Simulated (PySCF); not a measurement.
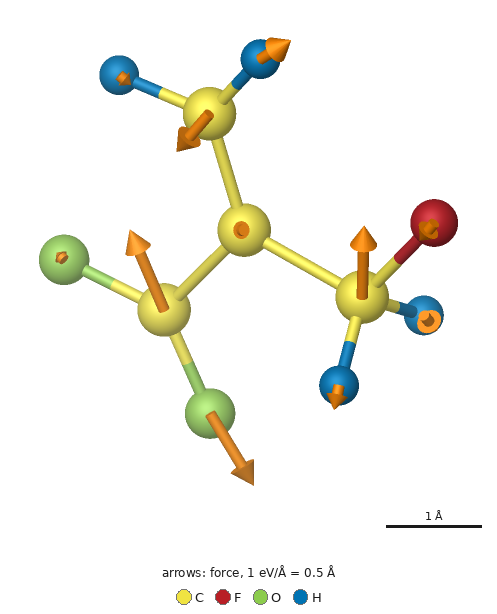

Starting geometry of C4H4FO2 (charge −1) with the computed forces as orange arrows. The picture is a ball-and-stick view, seen at a tilt.

The start comes from GFN2-xTB. Its atoms were then displaced at random by about 0.01 Å.

Method: PySCF 2.14.0, density-fitted response routines, PBE0-D3(BJ)/def2-SVP geometry optimisation, gas phase. 

> Is this structure relaxed? If not, where do the atoms go?

It isn't relaxed: the largest force vector, on a C atom, is 1.97 eV/Å. The final displacements follow the starting forces only in part (cosine between the two patterns 0.49). An O atom moves most after the best rigid fit: 0.045 Å. Largest moves by element: O 0.045 Å, H 0.043 Å, C 0.032 Å, F 0.023 Å. Some distances before and after: C–F 1.420 → 1.390 Å, C–O 1.225 → 1.253 Å, C–C 1.577 → 1.550 Å, C–H 1.071 → 1.095 Å. Bond angles that change, for instance: H–C–H 110.0° → 106.3°, F–C–H 106.2° → 108.8°, H–C–H 118.2° → 120.4°. Over 8 geometry steps the energy falls by 2.09 kcal/mol.

Limits of the set-up: the basis has no diffuse functions, which an anion needs.
